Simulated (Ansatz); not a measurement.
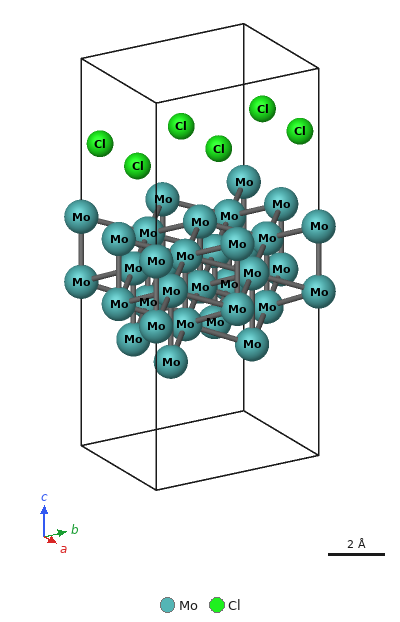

*The structure (ball-and-stick view of the 2 × 2 repeat of the cell, with the vacuum cut short, seen slightly off an axis). An atom can appear more than once, as a periodic image.*

## Mo$_{6}$Cl: single-point calculation (part 1 of 3)

System: Mo$_{6}$Cl (slab, 7 atoms in the cell).
Method: DFT LDA, scalar-relativistic, plane waves, PAW, PAW set soft_1, spin-polarised (Ansatz 0.2.0).

The structure derives from an entry of the Crystallography Open Database. Figures and captions count atoms from 1; the log counts them from 0 in places.

**What the program printed**
```
Warning: [file] the record states the generating functional pbe (its physics header spells it `PBE`), which answers neither for hamiltonian.xc's functional nor for the lda family's — results may be inconsistent (PPs are generated against a specific XC)
Warning: [file] the record states the generating functional pbe (its physics header spells it `PBE`), which answers neither for hamiltonian.xc's functional nor for the lda family's — results may be inconsistent (PPs are generated against a specific XC)
Engine: ansatz 0.2.0, x86_64-unknown-linux-gnu
Pseudopotentials: kind: paw
Pseudopotential: Mo, paw, valence charge 14, recommended cutoff 420 eV (normal), [file]
Pseudopotential: Cl, paw, valence charge 7, recommended cutoff 420 eV (normal), [file]
Functional definition: SPW92
  exchange = slater_x
  correlation = pw_c
Crystal: 7 atoms, lattice volume = 355.477 Å³
Basis set: ecut = 420 eV, 6989 PW (Γ)
Bands: 56, of which v1, the nominal top of the filled ones, is band 46 counted from 1 (45 counted from 0)
Symmetry: 2 space group operations
k-points: 13 of 36 (time reversal used)
Non-local potential: Mo, projectors of the file, l = 0: 3, l = 1: 2, l = 2: 2, l = 3: 1
Non-local potential: Cl, projectors of the file, l = 0: 2, l = 1: 2, l = 2: 1
PAW form: soft (Blöchl's): semilocal exchange-correlation on the pseudo side does not see the compensation charge
PAW frozen core: Mo, regenerated for the run's functional, and the local potential with it (the file was generated under x = pbe(κ = 0.804, μ = 0.2195149727645171), c = pbe(β = 0.06672455060314922))
PAW frozen core: Cl, regenerated for the run's functional, and the local potential with it (the file was generated under x = pbe(κ = 0.804, μ = 0.2195149727645171), c = pbe(β = 0.06672455060314922))
PAW one-centre angular grid: Mo, 590 points (default); XC on 64 Gauss nodes
PAW one-centre angular grid: Cl, 110 points (default); XC on 64 Gauss nodes
Initial density: superposition of atomic densities (neutral atoms: chi_scale 0, normalization atom)
Starting moments: Σ|m| = 1 μB on 1 of 7 sites
Initial wavefunctions: pseudopotential atomic-orbital guess
Functional: x = slater, c = lda
```
